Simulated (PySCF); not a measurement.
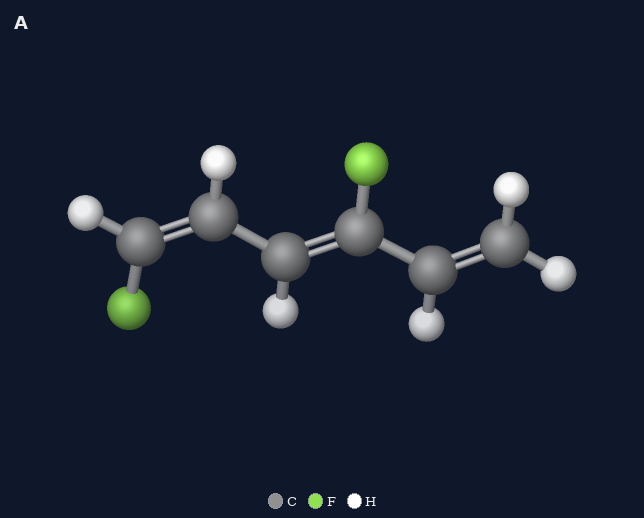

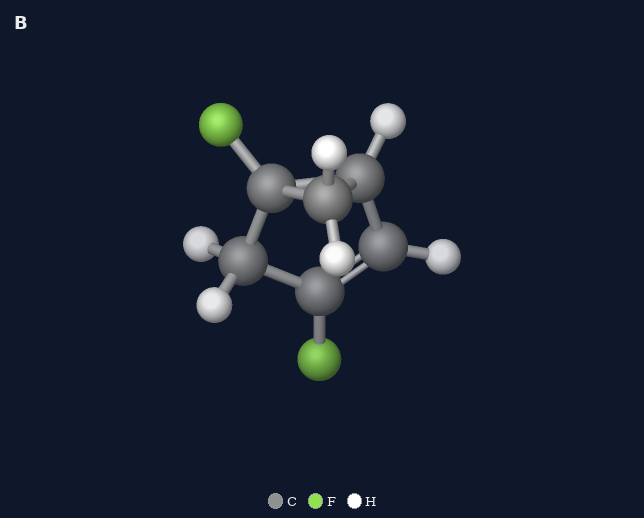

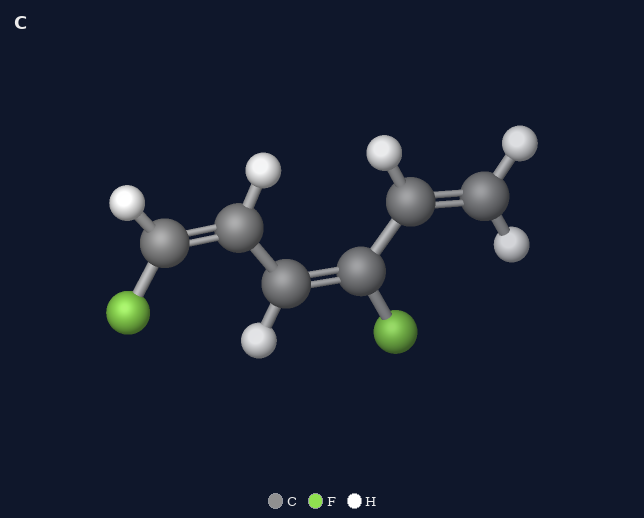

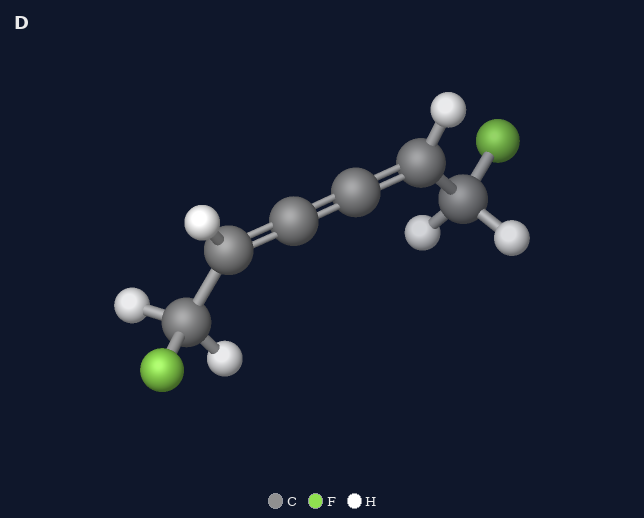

4 stationary structures of one formula. Geometries: GFN2-xTB. Electronic energies: PBE0/pcSseg-1 (PySCF 2.14.0), without zero-point energy. No frequency run is at hand to confirm each as a minimum. Each is one conformer, not always the lowest.

Which structure is the most stable?

Answer. B is lowest; A lies 4.7 kcal/mol above it, C lies 7.0 kcal/mol above it, D lies 37.2 kcal/mol above it. A is `C=C/C(F)=C/C=C\F`, B is `FC1=C[C@@H]2C[C@]2(F)C1`, C is `C=C/C(F)=C\C=C/F`, D is `FCC=C=C=CCF`.
